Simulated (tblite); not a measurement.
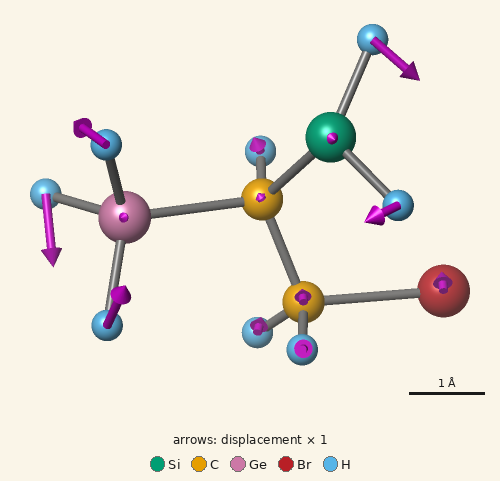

This is a relaxation of C2H8BrGeSi (multiplicity 2). The starting structure is drawn; purple arrows show the displacements, at their true length. The two geometries are superimposed by the best rigid fit.

The picture is a ball-and-stick view, seen at a tilt.

Method: GFN2-xTB geometry optimisation, gas phase (tblite). 

> Describe the change and its energy.

Over 101 geometry steps the energy falls by 34.4 kJ/mol. The largest move after the best rigid fit is that of an H atom, 0.99 Å. By element the largest moves are H 0.99 Å, Br 0.34 Å, C 0.25 Å, Si 0.14 Å, Ge 0.09 Å. Near-neighbour distances that change, for instance: Ge–H 1.562 → 1.493 Å, C–Si 1.848 → 1.911 Å, C–H 1.128 → 1.093 Å, Br–Si 3.400 → 3.431 Å. Among the angles between lasting bonds that change: C–C–H 106.7° → 112.6°, H–C–H 113.4° → 109.1°, Br–C–H 109.4° → 105.6°. Groups turn about C–Ge by about 45°, C–Si by about 35°. The run took 0.57 s on 1 thread of Arm Neoverse V2, on a shared host.
